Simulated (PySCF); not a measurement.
C$_{3}$H$_{10}$BOP (SMILES CC(C)OBP)

Input file:

```
{"job": {"kind": "uv", "xc": "PBE0", "basis": "def2-SVPD", "nstates": 8, "ntriplets": 3}, "charge": 0, "multiplicity": 1}
C     -1.724524     0.058286     1.192055
C     -0.554496    -0.141743     0.233834
C     -1.006917    -0.146066    -1.223278
O      0.371124     0.914787     0.447564
B      1.640458     0.934377     0.097925
P      2.572528    -0.461724    -0.848593
H     -2.237384     0.987941     0.959473
H     -2.424267    -0.767850     1.103705
H     -1.364803     0.110025     2.216551
H     -0.056356    -1.099366     0.455268
H     -0.144597    -0.272810    -1.877163
H     -1.493164     0.796748    -1.463430
H     -1.703877    -0.961578    -1.395283
H      2.211170     1.932428     0.338544
H      3.764457    -0.342555    -0.164155
H      2.143051    -1.531955    -0.084429
```

Launched as:

```sh
OMP_NUM_THREADS=1 python probes_run.py task.json out
```

Geometry: GFN2-xTB.

The calculation used PBE0/def2-SVPD, SCF density, gas phase in PySCF 2.14.0.

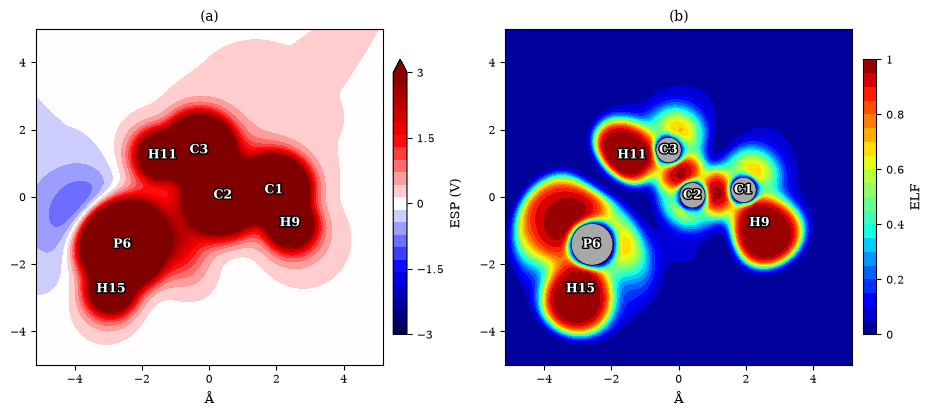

Figure 1. (a) molecular electrostatic potential; (b) electron localisation function on the plane of atoms C2, C1 and H9. Grey discs cover the atomic cores in the ELF map.

Interpret the plot.

Answer. The section cuts through C, P and H sites.
C–C (1.53 Å): the ELF peaks at about 0.95 between the atoms: a shared electron pair.
C–H (1.09 Å): the ELF climbs to about 1 towards the hydrogen, as it does in any bond to H: a covalent bond by its length.
P–H (1.38 Å): the ELF climbs to about 1 towards the hydrogen.
The ELF also peaks beside P6, away from the bonds: lone-pair regions.
Outside the dense part of the molecule the potential is most negative (−0.9 V) near P6.

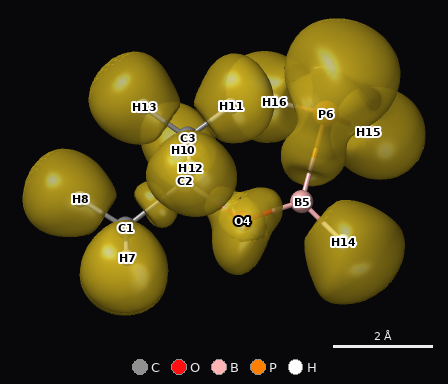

Figure 2. Isosurface of the electron localisation function at 0.75 (yellow), seen at a tilt. Only the valence region is drawn (cores and ρ < 0.01 e/Å³ removed).

What do the ELF domains correspond to?

Answer. The surface consists of two regions between bonded C–C atoms (shared pairs), eight regions around hydrogen nuclei, one region on O in which the atom's valence shell and bonds are merged and one joined region spread over several atoms (H, P), in which their bonds and any lone pairs are merged.


B–O (1.32 Å): the ELF peaks at about 0.90 between the atoms, as expected for a short, strongly polar bond. C–O (1.42 Å): the ELF peaks at about 0.90 between the atoms, as expected for a polar covalent bond.

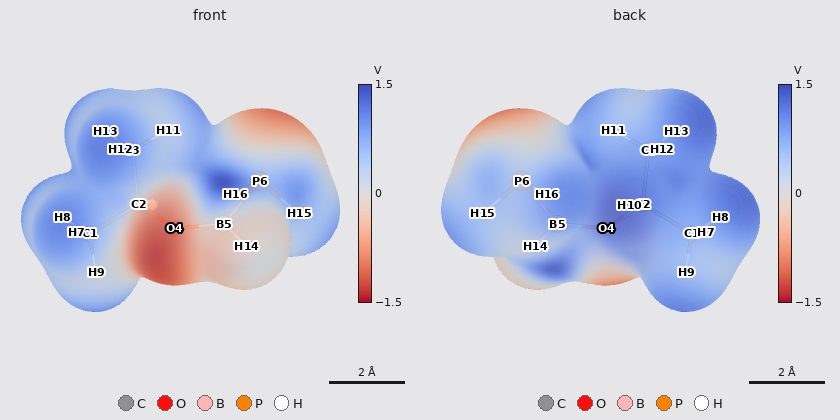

Figure 3. The molecular electrostatic potential painted on the density surface at 0.004 e/bohr³, seen from the front and from behind; red is negative and blue positive.

Describe the electrostatic potential map.

Answer. The most negative region (about −1.3 V, or −30 kcal/mol for a unit charge) lies over O4, the most positive (about +1.3 V, or +30 kcal/mol for a unit charge) over B5, H8, H10 and H13. O4 is the likeliest acceptor of a hydrogen bond.
